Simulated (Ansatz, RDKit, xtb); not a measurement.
**C5H7AlO2: which of the isomers drawn lies lowest?, part 1 of 2**

A sample of isomers of C5H7AlO2 is drawn. Aim: find which of them has the lowest free energy at 298.15 K, then its properties. The sample is small against all isomers, and the most stable one of this formula need not be in it.

Plan: many cheap relaxations first (GFN2-xTB), then density-functional screening, relaxation at PBE-D3(BJ)/def2-SVP, vibrations (at GFN2-xTB) and a final energy. The numbers are computed, not measured.

## 1. Candidates

Isomers were taken from a list of plausible structures; this is a sample, not all of them. That gives 4 candidates.

| label | SMILES | spin |
| --- | --- | --- |
| c163 | C=CC1=CC=[O+][AlH2-][O]1 | singlet |
| c405 | C1=C[O][Al]([CH]2CC2)[O]1 | singlet |
| c515 | C#[C][Al@@H-]1[O]CCC=[O+]1 | singlet |
| c642 | C=[CH][Al@@H-]1[O]C=CC=[O+]1 | singlet |

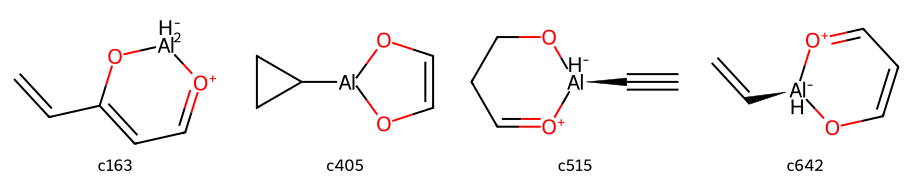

Structural formulas of the candidates.

Candidates are built by distance geometry, with a force field where one applies, in up to four conformers (letters a to d).

## 2. First filter: tight binding

All 5 starts are relaxed the same way. One of them, c642b (taken from a list of plausible isomers, embedded by distance geometry and UFF), in full:

start.xyz

```xyz
15
c642b
C     -2.711872    -2.855011    -0.370938
C     -2.135386    -2.113629    -1.342487
C      0.283829     1.056120    -2.307949
C      0.823247     1.182349    -1.083782
C      0.219746     0.835811     0.198092
Al    -1.989635    -0.181646    -1.146982
O     -0.963065     0.513820    -2.562765
O     -0.945257     0.262766     0.329834
H     -3.125619    -2.402822     0.476722
H     -2.747160    -3.936744    -0.480590
H     -1.682437    -2.633776    -2.207433
H     -3.416515     0.547265    -1.075750
H      0.824120     1.401818    -3.122538
H      1.782857     1.610281    -0.979315
H      0.713692     1.043194     1.116611
```

The run is started by

```bash
$ xtb start.xyz --gfn 2 --opt
```

Output, shortened:

```text
* xtb version 6.7.1
[...]
          :  # basis functions                  45          :
[...]
          :  # electrons                        42          :
[...]
          :  Hamiltonian                  GFN2-xTB          :
[...]
          :  net charge                          0          :
          :  unpaired electrons                  0          :
[...]
   *** convergence criteria satisfied after 24 iterations ***
[...]
   *** GEOMETRY OPTIMIZATION CONVERGED AFTER 40 ITERATIONS ***
[...]
   *** convergence criteria satisfied after 3 iterations ***
[...]
         ::                     SUMMARY                     ::
         :::::::::::::::::::::::::::::::::::::::::::::::::::::
         :: total energy             -23.491375295747 Eh    ::
         :: gradient norm              0.000657943468 Eh/a0 ::
         :: HOMO-LUMO gap              0.903957649055 eV    ::
         ::.................................................::
         :: SCC energy               -23.782840841195 Eh    ::
         :: -> isotropic ES            0.064608645992 Eh    ::
         :: -> anisotropic ES          0.005984096467 Eh    ::
         :: -> anisotropic XC          0.007456838640 Eh    ::
         :: -> dispersion             -0.010352161599 Eh    ::
         :: repulsion energy           0.291465545448 Eh    ::
         :: add. restraining           0.000000000000 Eh    ::
         :: total charge               0.000000000000 e     ::
         :::::::::::::::::::::::::::::::::::::::::::::::::::::
[...]
        21        2.0000           -0.3559892              -9.6870 (HOMO)
        22                         -0.3227694              -8.7830 (LUMO)
[...]
     #   Z          covCN         q      C6AA      α(0)
     1   6 C        2.894    -0.068    29.703     8.936
     2   6 C        2.742    -0.148    31.776     9.230
     3   6 C        2.849     0.191    23.933     8.018
     4   6 C        2.890    -0.111    30.807     9.100
     5   6 C        2.848     0.191    23.926     8.017
     6  13 Al       3.386     0.379    93.127    19.665
     7   8 O        1.585    -0.269    18.509     5.806
     8   8 O        1.585    -0.268    18.503     5.805
     9   1 H        0.925     0.019     2.753     2.594
    10   1 H        0.925     0.022     2.708     2.574
    11   1 H        0.924     0.040     2.445     2.445
    12   1 H        0.883    -0.161     8.294     4.508
    13   1 H        0.923     0.057     2.234     2.337
    14   1 H        0.926     0.069     2.095     2.264
[...]
molecular dipole:
                 x           y           z       tot (Debye)
 q only:        1.372       0.805      -0.144
   full:        1.473       0.702      -0.158       4.167
molecular quadrupole (traceless):
[...]
          | TOTAL ENERGY              -23.491375295747 Eh   |
          | GRADIENT NORM               0.000657943468 Eh/α |
          | HOMO-LUMO GAP               0.903957649055 eV   |
           -------------------------------------------------
[...]
```

Wall time 0.22 s (4 threads of Intel Xeon Platinum 8488C (Sapphire Rapids), shared host).

## 3. Distinct minima at GFN2-xTB

5 of the 5 relaxations converged. 5 distinct structures remain:

| label | start | SMILES after | spin | energy (kcal/mol) |
| --- | --- | --- | --- | --- |
| c163a | drawn | C=CC1=CC=[O+][AlH2-][O]1 | singlet | 0.0 |
| c405a | drawn | C1=C[O][Al]([CH]2CC2)[O]1 | singlet | 25.0 |
| c642b | drawn | C=[CH][Al@@H-]1[O]C=CC=[O+]1 | singlet | 27.2 |
| c642a | drawn | C=[CH][Al@@H-]1[O]C=CC=[O+]1 | singlet | 27.3 |
| c515a | drawn | C#[C][Al@@H-]1[O]CCC=[O+]1 | singlet | 43.8 |

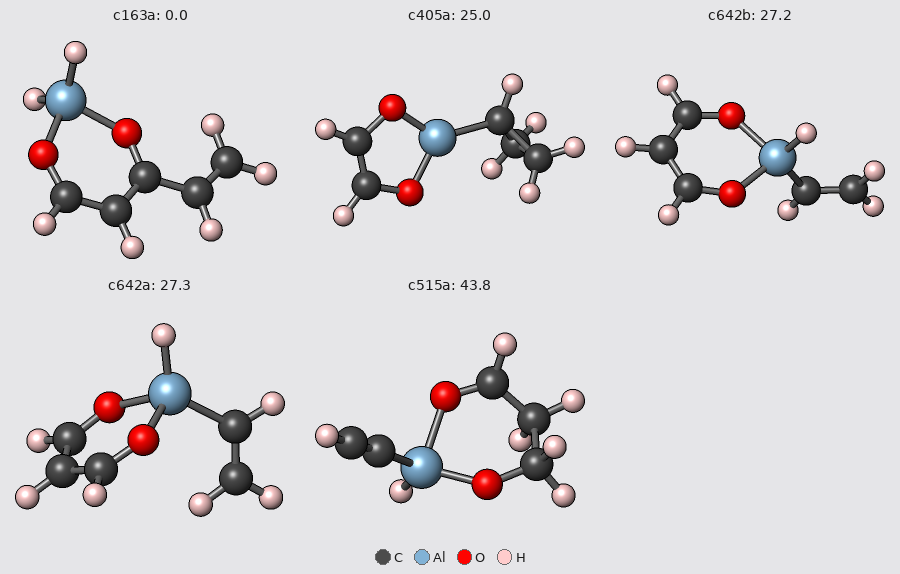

The 5 lowest minima that did not fall apart, with their GFN2-xTB energies in kcal/mol.

## 4. Single points on the low minima

A choice of the minima (the low ones first, few conformers of a pattern, up to a cap) and the lowest that fell apart get a single point at r2SCAN-D4/def2-SVP on the tight-binding geometry, and one at HF/STO-3G for comparison. The lowest singlets are also tried as triplets at the same geometry (label ending in t). The first, c163a:

input.yaml

```yaml
basis:
  gaussian:
    orbitals: def2-SVP
crystal:
  periodic: [false, false, false]
  atoms:
    - {symbol: C, position_ang: [-0.640218, -2.790002, -0.914052]}
    - {symbol: C, position_ang: [-0.688315, -1.949003, 0.115604]}
    - {symbol: C, position_ang: [-0.594752, -0.497520, -0.060178]}
    - {symbol: C, position_ang: [-0.653627, 0.334553, 1.068715]}
    - {symbol: C, position_ang: [-0.567174, 1.707191, 0.927981]}
    - {symbol: Al, position_ang: [-0.314912, 1.660235, -1.871010]}
    - {symbol: O, position_ang: [-0.433510, 2.317982, -0.175684]}
    - {symbol: O, position_ang: [-0.461673, -0.021678, -1.237799]}
    - {symbol: H, position_ang: [-0.709591, -3.856612, -0.787464]}
    - {symbol: H, position_ang: [-0.530713, -2.417024, -1.919885]}
    - {symbol: H, position_ang: [-0.799596, -2.301943, 1.130507]}
    - {symbol: H, position_ang: [-0.766527, -0.097414, 2.047936]}
    - {symbol: H, position_ang: [-0.616144, 2.330708, 1.830468]}
    - {symbol: H, position_ang: [1.118267, 1.866766, -2.400542]}
    - {symbol: H, position_ang: [-1.600284, 2.011805, -2.646614]}
scf:
  lower_state_search: "off"
hamiltonian:
  xc: r2scan
  dispersion: d4
```

The run is started by

```bash
$ ansatz run input.yaml --threads 4 --pin off --max-ram 7830MiB --events-out events.jsonl --progress --plain --runs-dir runs
```

Output, shortened:

```text
Warning: RAYON_NUM_THREADS=4 ignored (pool sized by the plan → 4); use --threads N
Functional definition: r2SCAN
  name "r2SCAN"
[...]
1675 factors; their error is unknown
[...]
mean field -15976.39398175 eV, -587.1216496405 hartree, gradient 7.6e-6 eV, S^2 0.000000; 0 other end points of the search recorded, 0 dependent functions left out
reference -15976.39399580 eV, -587.1216501567 hartree; 33, 33 occupied and 118, 118 virtual orbitals, 1675 factors
Total energy: -15976.49914227 eV, -587.1255142182 hartree
Checks for a lower state left out: stability, starts, cluster_reference, orbital_swaps, neighbouring_geometries, increment
```

Run time: 1.3 s. Hardware: 4 threads of Intel Xeon Platinum 8488C (Sapphire Rapids), shared host; peak memory 0.22 GiB.

Relative energies in kcal/mol, each column from its lowest structure that stays in one piece:

| label | SMILES | spin | GFN2-xTB | HF/STO-3G | r2SCAN-D4/def2-SVP |
| --- | --- | --- | --- | --- | --- |
| c163a | C=CC1=CC=[O+][AlH2-][O]1 | singlet | 0.0 | 21.4 | 0.0 |
| c642b | C=[CH][Al@@H-]1[O]C=CC=[O+]1 | singlet | 27.2 | 18.9 | 3.8 |
| c642a | C=[CH][Al@@H-]1[O]C=CC=[O+]1 | singlet | 27.3 | 18.4 | 3.9 |
| c405a | C1=C[O][Al]([CH]2CC2)[O]1 | singlet | 25.0 | 0.0 | 11.2 |
| c163at | C=CC1=CC=[O+][AlH2-][O]1 | triplet | – | – | 57.9 |
| c642bt | C=[CH][Al@@H-]1[O]C=CC=[O+]1 | triplet | – | – | 69.6 |

## 5. Third filter: density-functional geometries

3 candidates are relaxed at PBE-D3(BJ)/def2-SVP (chosen among the lowest in one piece, one conformer a pattern). The first, c163a:

input.yaml: that of step 4 with these lines changed.

```diff
@@ -1,4 +1 @@
-basis:
-  gaussian:
-    orbitals: def2-SVP
 crystal:
@@ -21,6 +18,11 @@
     - {symbol: H, position_ang: [-1.600284, 2.011805, -2.646614]}
+basis:
+  gaussian:
+    orbitals: def2-SVP
+relax:
+  f_tol: 0.006
 scf:
-  lower_state_search: "off"
+  lower_state_search: off
 hamiltonian:
-  xc: r2scan
-  dispersion: d4
+  xc: pbe
+  dispersion: d3bj
```

The run is started by

```bash
$ ansatz run input.yaml --threads 4 --pin off --max-ram 7830MiB --events-out events.jsonl --progress --plain --runs-dir runs
```

Output, shortened:

```text
Warning: RAYON_NUM_THREADS=4 ignored (pool sized by the plan → 4); use --threads N
[...]
Functional definition: PBE
  name "PBE"
[...]
1675 factors; their error is unknown
[...]
mean field -15967.26046440 eV, -586.7859990689 hartree, gradient 4.0e-6 eV, S^2 0.000000; 0 other end points of the search recorded, 0 dependent functions left out
[...]
reference -15967.26051075 eV, -586.7860007721 hartree; 33, 33 occupied and 118, 118 virtual orbitals, 1675 factors
relax step   1: F+E_penalty+E_count = -15967.63934519 eV  Δ(F+E_penalty+E_count) = +0.000e0 eV  max|allowed force component| = 1.266e0 eV/Å  Δτ_max = 0.0000 Å  (22 SCF iters, accepted)
[...]
relax step   7: F+E_penalty+E_count = -15967.87788300 eV  Δ(F+E_penalty+E_count) = -2.932e-4 eV  max|allowed force component| = 7.231e-3 eV/Å  Δτ_max = 0.0132 Å  (23 SCF iters, accepted)
[...]
Atom 6 at    -0.432106     2.416415    -0.134687 Å, force     0.000435    -0.000150    -0.000902 eV/Å
Atom 7 at    -0.460195    -0.083800    -1.293617 Å, force    -0.000794    -0.000004    -0.001815 eV/Å
Atom 8 at    -0.718295    -3.934122    -0.739660 Å, force     0.000553     0.000467     0.000272 eV/Å
Atom 9 at    -0.530912    -2.481971    -1.937596 Å, force    -0.000411     0.000072     0.000493 eV/Å
Atom 10 at    -0.803687    -2.318000     1.159672 Å, force    -0.000426    -0.000382     0.000375 eV/Å
Atom 11 at    -0.765743    -0.102524     2.043743 Å, force    -0.000003     0.000555    -0.000313 eV/Å
Atom 12 at    -0.620597     2.335786     1.883446 Å, force     0.001125     0.000854    -0.001043 eV/Å
Atom 13 at     1.163616     1.940792    -2.434516 Å, force     0.000493    -0.000405     0.000009 eV/Å
Atom 14 at    -1.630953     2.089405    -2.687553 Å, force    -0.000475    -0.000182    -0.000187 eV/Å
Dipole moment:    -0.099192    -0.640453     0.712472 e Å
Checks for a lower state left out: stability, starts, cluster_reference, orbital_swaps, neighbouring_geometries, increment
```

Wall time 13 s (4 threads of Intel Xeon Platinum 8488C (Sapphire Rapids), shared host); peak memory 0.22 GiB.

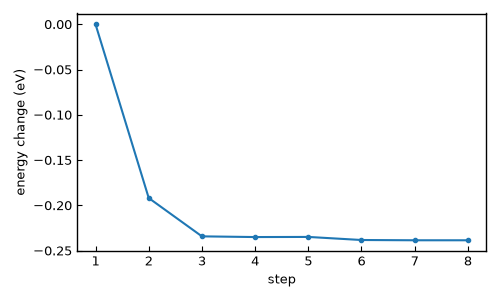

Energy along the run, all evaluated steps.

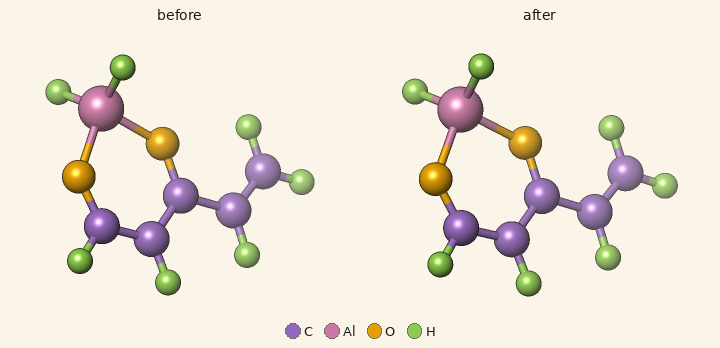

Before and after, at one scale.

After the run. Bond lengths: C1–C2 1.349 Å, C2–C3 1.474 Å, C3–C4 1.419 Å, C4–C5 1.403 Å, C5–O7 1.283 Å, Al6–O7 1.886 Å, C3–O8 1.292 Å, Al6–O8 1.876 Å, C1–H9 1.100 Å, C1–H10 1.101 Å, C2–H11 1.101 Å, C4–H12 1.098 Å, C5–H13 1.113 Å, Al6–H14 1.599 Å, Al6–H15 1.599 Å. Some angles: C1–C2–C3 122.3°, C2–C3–C4 119.0°, C2–C3–O8 117.8°, C4–C3–O8 123.2°, C3–C4–C5 122.8°, C4–C5–O7 126.3°, C5–O7–Al6 125.5°, O7–Al6–O8 94.2°, C3–O8–Al6 127.9°, C1–C2–H11 121.2°.

## 6. The relaxed candidates

| label | spin | r2SCAN-D4/def2-SVP (kcal/mol) | PBE-D3(BJ)/def2-SVP, relaxed (kcal/mol) | time |
| --- | --- | --- | --- | --- |
| c163a | singlet | 0.0 | 0.0 | 13 s |
| c642b | singlet | 3.8 | 3.6 | 15 s |
| c405a | singlet | 11.2 | 12.1 | 17 s |

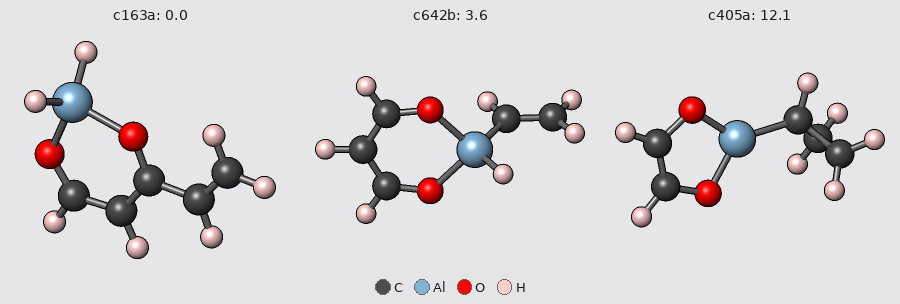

The relaxed structures, with energies at PBE-D3(BJ)/def2-SVP in kcal/mol.

(Continued in part 2 of 2.)
